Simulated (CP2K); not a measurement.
2-methoxythiazole has these distinct C atoms: C1 (bonded to O and 3 H), C3 (bonded to N, O and S), C5 (bonded to C, N and H) and C6 (bonded to C, S and H).

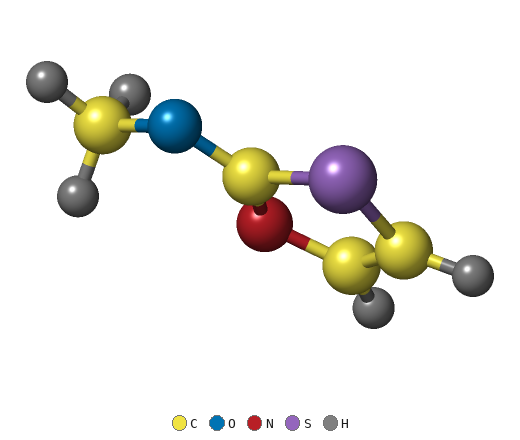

The molecule (carbon yellow, oxygen blue, nitrogen red, sulfur purple, hydrogen grey).

```xyz
12

C    -2.2710    0.4556   -0.1382
O    -1.3913   -0.1554    0.8403
C    -0.0926   -0.2126    0.4778
N     0.4150    0.2040   -0.6524
C     1.7799   -0.0133   -0.6571
C     2.3032   -0.5974    0.4639
S     1.0434   -0.9032    1.6125
H    -2.2439   -0.1079   -1.0792
H    -3.2657    0.4158    0.3140
H    -1.9665    1.4928   -0.3270
H     2.3559    0.2815   -1.5320
H     3.3337   -0.8598    0.6775
```

Their partial C K spectra (CP2K XAS_TDP, all-electron GAPW, PBEh(45%), aug-cc-pVDZ, TDA, GW2X-corrected core level, no relativity) are given in random order, each times the number of alike atoms.

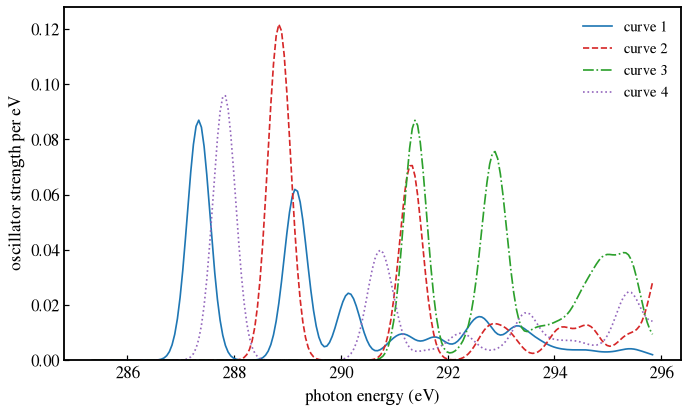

Gaussian full width 0.5 eV, oscillator strength per eV, alike atoms added, rows of zeros left out.

Q: Which curve belongs to which atom?

Curve 1: C6 (bonded to C, S and H), leading line at 287.34 eV (f = 0.046 an atom), ionisation energy 292.06 eV, term value 4.72 eV. Curve 2: C3 (bonded to N, O and S), leading line at 288.85 eV (f = 0.065 an atom), ionisation energy 294.40 eV, term value 5.55 eV. Curve 3: C1 (bonded to O and 3 H), leading line at 291.40 eV (f = 0.046 an atom), ionisation energy 294.15 eV, term value 2.75 eV. Curve 4: C5 (bonded to C, N and H), leading line at 287.82 eV (f = 0.051 an atom), ionisation energy 292.54 eV, term value 4.72 eV. The leading line of an atom is its first one with 35 % of the strongest within 2.5 eV of its lowest line over the strength cut. A line lies at the core ionisation energy, which rises as an atom loses charge to its neighbours or to a π system, less the term value, which is large for a low π* or σ* orbital with weight on that atom.

[Banner, clock and machine lines of the logs are left out without a mark of their own.]

[Logs are printed without paths, hosts, clocks, repeated set-up lines and the standing remarks that a program may print on its own settings, such as how far it seeks lower states.]

[Hosts, paths, dates, database ids (printed as entryN), source tags and the programs' standing remarks are cut or masked in the printed files.]
